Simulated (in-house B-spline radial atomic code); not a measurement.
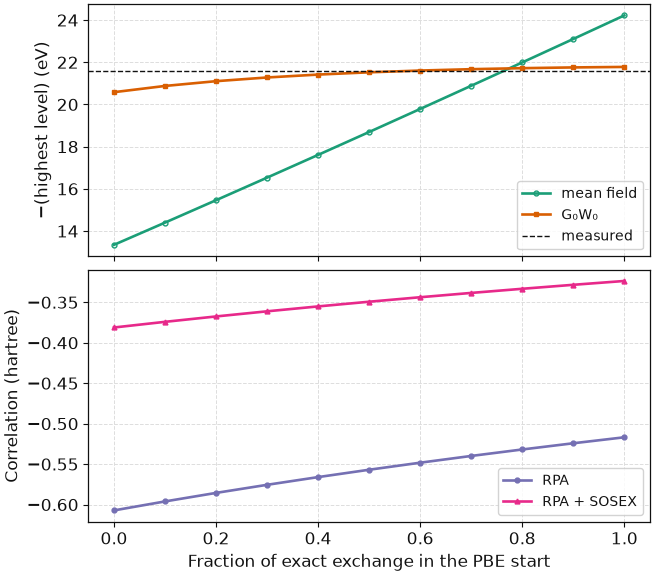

G₀W₀ and RPA for neutral neon ([He] 2s² 2p⁶) as exact exchange is mixed into the PBE start. All-electron spherical atom, non-relativistic, no spin-orbit coupling, Breit or QED terms; computed with a B-spline radial code.

Where does the G₀W₀ correction vanish, and how does the correlation energy move?

Answer. The mean-field binding energy of 2p runs from 13.35 eV at fraction 0 to 24.22 eV at 1, the G₀W₀ value only from 20.58 to 21.78 eV. The correction vanishes near a fraction of 0.77. The measured removal energy is 21.56 eV. The RPA correlation energy goes from −0.6072 to −0.5168 hartree, and with SOSEX from −0.3811 to −0.3236.
